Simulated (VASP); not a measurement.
Band structure of NbTe (relaxed from the wurtzite structure, space group P6_3mc). Method: r2SCAN meta-GGA, VASP's PBE PAW potentials (set 64) (plane waves; VASP).

Unless said otherwise, spin-orbit coupling is left out, though it shifts the bands of the heavy elements here.

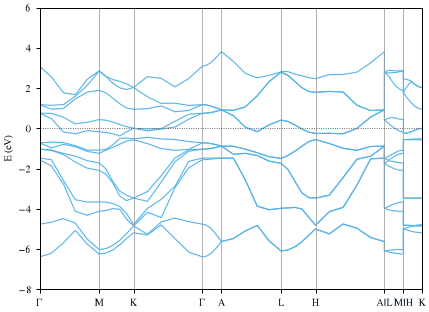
Figure: Bands along high-symmetry lines, zero at the valence-band maximum or, without a gap, the Fermi level

### Question
Read the plot: is there a gap, and where are the band edges?

### Answer
It has no gap at this level: it comes out as a metal or semimetal.

The structure was generated: NbTe was put into the wurtzite type (P6_3mc), which need not be its known phase. It was relaxed first, which changed the volume by -43 %.
